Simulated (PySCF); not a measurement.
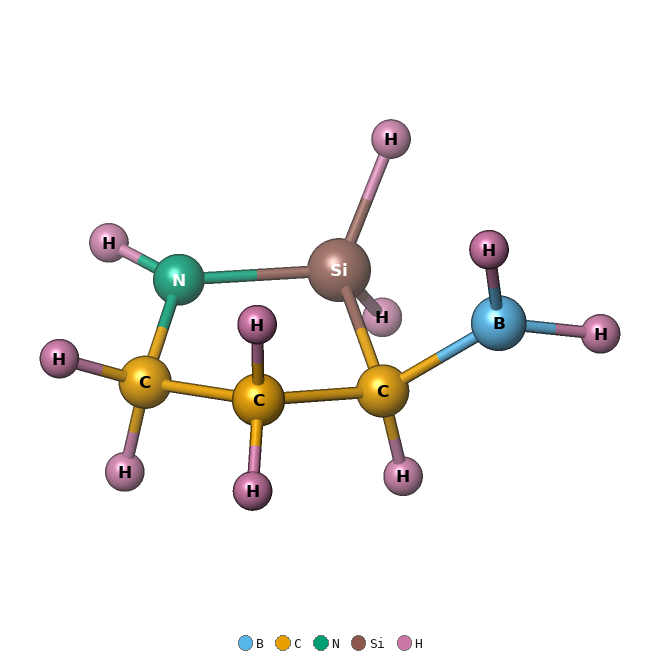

Atoms fade into the background with distance from the viewer. The computed structure is the end point of a PBE0-D3(BJ)/def2-SVP optimisation. No frequency run is at hand to confirm it as a minimum.

List the symmetry elements and name the point group.

Answer. It has no symmetry element but the identity, so the point group is C1. The group has 1 operation. The geometry is chiral, and symmetry allows a dipole moment.
